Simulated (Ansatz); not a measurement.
# SVWN5/def2-SVP (core potential) run of MoCl2O2 (molybdenum dichloride dioxide)

What is the vertical singlet–triplet gap of MoCl2O2 (molybdenum dichloride dioxide) at SVWN5/def2-SVP (core potential)? 

The results are computed with Ansatz 0.2.0.

2 further runs of the same task are left out: 2 that didn't finish.

### Step 1. The structure to begin with

MoCl2O2: 5 atoms, total charge 0, spin state singlet. SMILES: `O=[Mo](=O)(Cl)Cl`. The shape is that of a PBE0-D4/def2-TZVP optimisation.

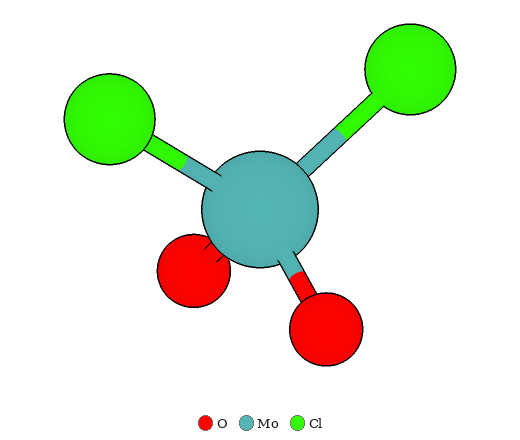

Viewed from a chosen angle; oxygen red, molybdenum teal, chlorine green.

### Step 2. A single-point energy at SVWN5/def2-SVP (core potential)

Contents of input.yaml:

```yaml
crystal:
  periodic: [false, false, false]
  atoms:
    - {symbol: O, position_ang: [0.160790, -0.193810, 1.710330]}
    - {symbol: Mo, position_ang: [0.067390, -0.061640, 0.055230]}
    - {symbol: O, position_ang: [1.227030, -1.074450, -0.573270]}
    - {symbol: Cl, position_ang: [-1.960190, -0.720580, -0.637400]}
    - {symbol: Cl, position_ang: [0.504990, 2.050480, -0.554890]}
basis:
  gaussian:
    orbitals: def2-SVP
hamiltonian:
  xc: {name: SVWN5}
accuracy: high
output: {orbitals: {seedname: orbitals}}
```

Launch:

```console
$ ansatz run input.yaml --threads 1 --pin off --max-ram 3480MiB --events-out events.jsonl --progress --plain --runs-dir runs
```

Standard output:

```text
Warning: RAYON_NUM_THREADS=1 ignored (pool sized by the plan → 1); use --threads N
Functional definition: SVWN5
  name "SVWN5"
  exchange = slater_x
  correlation = vwn5_c
1956 factors; integrals over basis functions are off by at most 6.0e-8 eV
mean field evaluation 1: about -30863.1537 eV, gradient 9.0e1 eV
mean field evaluation 2: about -30495.0123 eV, gradient 3.3e2 eV
mean field evaluation 4: about -30871.1661 eV, gradient 5.2e1 eV
mean field evaluation 8: about -30877.8922 eV, gradient 2.1e0 eV
mean field evaluation 16: about -30877.8955 eV, gradient 8.0e-4 eV
mean field -30877.89550418 eV, -1134.7417299894 hartree, gradient 6.1e-8 eV, S^2 0.000000; 0 other end points of the search recorded, 0 dependent functions left out
reference -30877.89550937 eV, -1134.7417301802 hartree; 32, 32 occupied and 63, 63 virtual orbitals, 1956 factors
Total energy: -30877.89550937 eV, -1134.7417301802 hartree
```

Wall time 5.7 s (1 thread of Intel Xeon Platinum 8259CL at 2.50GHz (Skylake/Cascade Lake), shared host); peak memory 0.26 GiB.

### Step 3. The triplet

Contents of run.yaml:

```yaml
crystal:
  periodic: [false, false, false]
  atoms:
    - symbol: O
      position_ang: [0.160790, -0.193810, 1.710330]
    - symbol: Mo
      position_ang: [0.067390, -0.061640, 0.055230]
    - symbol: O
      position_ang: [1.227030, -1.074450, -0.573270]
    - symbol: Cl
      position_ang: [-1.960190, -0.720580, -0.637400]
    - symbol: Cl
      position_ang: [0.504990, 2.050480, -0.554890]
basis:
  gaussian:
    orbitals: def2-SVP
magnetization:
  spin_polarized: true
  initial_magnetization: 2
hamiltonian:
  xc: {name: SVWN5}
accuracy: high
output: {orbitals: {seedname: orbitals}}
```

Launch:

```console
$ ansatz run run.yaml --threads 1 --pin off --max-ram 3480MiB --events-out events.jsonl --progress --plain --runs-dir runs
```

Standard output:

```text
Warning: RAYON_NUM_THREADS=1 ignored (pool sized by the plan → 1); use --threads N
[... 4 set-up lines as earlier in the session ...]
1956 factors; integrals over basis functions are off by at most 6.0e-8 eV
mean field evaluation 1: about -30856.1424 eV, gradient 6.5e1 eV
mean field evaluation 2: about -30528.5787 eV, gradient 2.2e2 eV
mean field evaluation 4: about -30844.5988 eV, gradient 7.6e1 eV
mean field evaluation 8: about -30873.6131 eV, gradient 5.5e0 eV
mean field evaluation 16: about -30873.7707 eV, gradient 1.6e-1 eV
mean field evaluation 32: about -30872.7613 eV, gradient 1.3e1 eV
mean field evaluation 64: about -30873.7858 eV, gradient 8.8e-2 eV
mean field evaluation 96: about -30872.3209 eV, gradient 2.6e0 eV
mean field evaluation 128: about -30873.7860 eV, gradient 2.7e-2 eV
mean field -30873.78598895 eV, -1134.5907080902 hartree, gradient 2.0e-8 eV, S^2 2.002605; 10 other end points of the search recorded, 0 dependent functions left out
reference -30873.78599409 eV, -1134.5907082792 hartree; 33, 31 occupied and 62, 64 virtual orbitals, 1956 factors
Total energy: -30873.78599409 eV, -1134.5907082792 hartree
```

Wall time 30 s (1 thread of Intel Xeon Platinum 8259CL at 2.50GHz (Skylake/Cascade Lake), shared host); peak memory 0.34 GiB.

### Step 4. Results

At SVWN5/def2-SVP (core potential):

| quantity | value |
| --- | --- |
| singlet: total energy | -1134.74173 Eh |
| singlet: HOMO energy | -8.45 eV |
| singlet: LUMO energy | -4.51 eV |
| singlet: HOMO–LUMO gap | 3.94 eV |
| triplet: total energy | -1134.59071 Eh |
| triplet: HOMO energy (highest over α and β) | -4.20 eV |
| triplet: ⟨S²⟩ | 2.003 |
| vertical energy of the triplet above the singlet | 4.110 eV |

**Reading.** At this shape the triplet lies 4.11 eV (397 kJ/mol) above the singlet.
